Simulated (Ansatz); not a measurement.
# B3LYP/6-31G(d) (Cartesian functions) run of C3H7BO (SMILES CB1OC1C)

What is the vertical ionisation energy of C3H7BO at B3LYP/6-31G* (Cartesian functions)? 

Program for the calculation: Ansatz 0.2.0.

34 further runs of the same task are left out: 34 set aside as unsound or not needed. Runs told in other sessions of the task aren't counted.

## 1. The molecule

The species is C3H7BO (12 atoms), meant as a singlet with charge 0. SMILES: `CB1OC1C`. Geometry: relaxed at PBE0-D4/def2-TZVP.

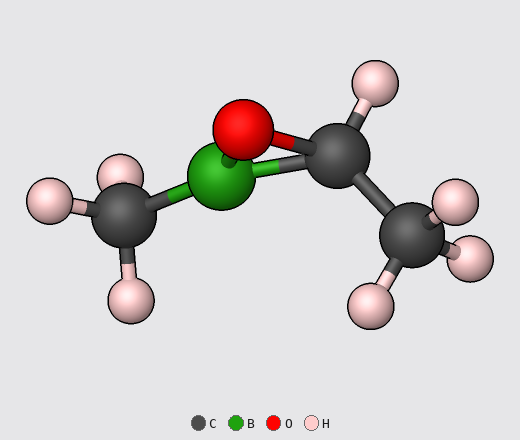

The structure, seen from a chosen angle (carbon dark grey, boron green, oxygen red, hydrogen pink).

## 2. A single-point energy at B3LYP/6-31G(d) (Cartesian functions)

in.yaml

```yaml
crystal:
  periodic: [false, false, false]
  atoms:
    - {symbol: C, position_ang: [-2.115400, 0.231500, 0.008900]}
    - {symbol: B, position_ang: [-0.616500, 0.286000, 0.375000]}
    - {symbol: O, position_ang: [0.162400, 0.085400, 1.440000]}
    - {symbol: C, position_ang: [0.876400, 0.454200, 0.165400]}
    - {symbol: C, position_ang: [1.795500, -0.603000, -0.363000]}
    - {symbol: H, position_ang: [-2.747100, -0.028900, 0.860100]}
    - {symbol: H, position_ang: [-2.280800, -0.500400, -0.787600]}
    - {symbol: H, position_ang: [-2.443000, 1.195200, -0.392100]}
    - {symbol: H, position_ang: [1.330900, 1.439700, 0.259300]}
    - {symbol: H, position_ang: [1.297300, -1.571500, -0.440800]}
    - {symbol: H, position_ang: [2.679000, -0.722300, 0.271600]}
    - {symbol: H, position_ang: [2.137900, -0.321100, -1.362700]}
basis:
  gaussian: {orbitals: "6-31G*"}
hamiltonian: {xc: {name: B3LYP}}
output: {orbitals: {seedname: orbitals}}
accuracy: high
```

Command:

```bash
$ ansatz run in.yaml --threads 1 --pin off --max-ram 2610MiB --events-out events.jsonl --progress --plain --runs-dir runs
```

Log:

```text
Warning: RAYON_NUM_THREADS=1 ignored (pool sized by the plan → 1); use --threads N
Functional definition: B3LYP
  name "B3LYP"
  parameter a0 = 0.2
  parameter ax = 0.72
  parameter ac = 0.81
  exchange = (1 - a0 - ax)*slater_x + ax*b88_x + a0*exact_x
  correlation = (1 - ac)*vwn_rpa_c + ac*lyp_c
2129 factors; integrals over basis functions are off by at most 3.3e-9 eV
mean field evaluation 1: about -5940.7124 eV, gradient 6.1e1 eV
mean field evaluation 2: about -5935.5902 eV, gradient 7.9e1 eV
mean field evaluation 4: about -5948.7459 eV, gradient 2.5e0 eV
mean field evaluation 8: about -5948.9221 eV, gradient 3.3e-1 eV
mean field evaluation 16: about -5948.9224 eV, gradient 5.5e-5 eV
mean field -5948.92238918 eV, -218.6188654780 hartree, gradient 8.2e-8 eV, S^2 0.000000; 0 other end points of the search recorded, 0 dependent functions left out
reference -5948.92242492 eV, -218.6188667912 hartree; 19, 19 occupied and 70, 70 virtual orbitals, 2129 factors
Total energy: -5948.92242492 eV, -218.6188667912 hartree
```

Run time: 7.8 s. Hardware: 1 thread of Arm Neoverse V2, shared host; peak memory 0.3 GiB.

## 3. The doublet cation

molecule.yaml

```yaml
crystal:
  periodic: [false, false, false]
  atoms:
    - {symbol: C, position_ang: [-2.115400, 0.231500, 0.008900]}
    - {symbol: B, position_ang: [-0.616500, 0.286000, 0.375000]}
    - {symbol: O, position_ang: [0.162400, 0.085400, 1.440000]}
    - {symbol: C, position_ang: [0.876400, 0.454200, 0.165400]}
    - {symbol: C, position_ang: [1.795500, -0.603000, -0.363000]}
    - {symbol: H, position_ang: [-2.747100, -0.028900, 0.860100]}
    - {symbol: H, position_ang: [-2.280800, -0.500400, -0.787600]}
    - {symbol: H, position_ang: [-2.443000, 1.195200, -0.392100]}
    - {symbol: H, position_ang: [1.330900, 1.439700, 0.259300]}
    - {symbol: H, position_ang: [1.297300, -1.571500, -0.440800]}
    - {symbol: H, position_ang: [2.679000, -0.722300, 0.271600]}
    - {symbol: H, position_ang: [2.137900, -0.321100, -1.362700]}
basis:
  gaussian: {orbitals: "6-31G*"}
total_charge: 1
magnetization: {spin_polarized: true, initial_magnetization: 1}
hamiltonian: {xc: {name: B3LYP}}
accuracy: high
output: {orbitals: {seedname: orbitals}}
```

Command:

```bash
$ ansatz run molecule.yaml --threads 1 --pin off --max-ram 2610MiB --events-out events.jsonl --progress --plain --runs-dir runs
```

Log:

```text
Warning: RAYON_NUM_THREADS=1 ignored (pool sized by the plan → 1); use --threads N
[... 7 set-up lines as earlier in the session ...]
2128 factors; integrals over basis functions are off by at most 3.3e-9 eV
mean field evaluation 1: about -5927.1136 eV, gradient 5.4e1 eV
mean field evaluation 2: about -5912.3769 eV, gradient 8.1e1 eV
mean field evaluation 4: about -5939.1609 eV, gradient 2.4e0 eV
mean field evaluation 8: about -5939.3601 eV, gradient 1.6e-1 eV
mean field evaluation 16: about -5939.3604 eV, gradient 2.1e-3 eV
mean field evaluation 32: about -5939.3604 eV, gradient 7.4e-8 eV
mean field -5939.36044550 eV, -218.2674705291 hartree, gradient 7.4e-8 eV, S^2 0.753000; 2 other end points of the search recorded, 0 dependent functions left out
reference -5939.36048048 eV, -218.2674718145 hartree; 19, 18 occupied and 70, 71 virtual orbitals, 2128 factors
Total energy: -5939.36048048 eV, -218.2674718145 hartree
```

Run time: 16 s. Hardware: 1 thread of Arm Neoverse V2, shared host; peak memory 0.43 GiB.

## 4. Summary of results

At B3LYP/6-31G* (Cartesian functions):

| quantity | value |
| --- | --- |
| singlet C3H7BO: total energy | -218.61887 Eh |
| singlet C3H7BO: HOMO energy | -6.97 eV |
| singlet C3H7BO: LUMO energy | 0.56 eV |
| singlet C3H7BO: HOMO–LUMO gap | 7.53 eV |
| doublet cation: total energy | -218.26747 Eh |
| doublet cation: HOMO energy (highest over α and β) | -15.00 eV |
| doublet cation: LUMO energy (lowest over α and β) | -12.11 eV |
| doublet cation: ⟨S²⟩ | 0.753 |
| vertical ionisation energy (to the doublet cation) | 9.562 eV |

Removing an electron at fixed nuclei costs 9.56 eV (923 kJ/mol). −ε(HOMO) before ionisation, 6.97 eV, is 2.59 eV below this ionisation energy.
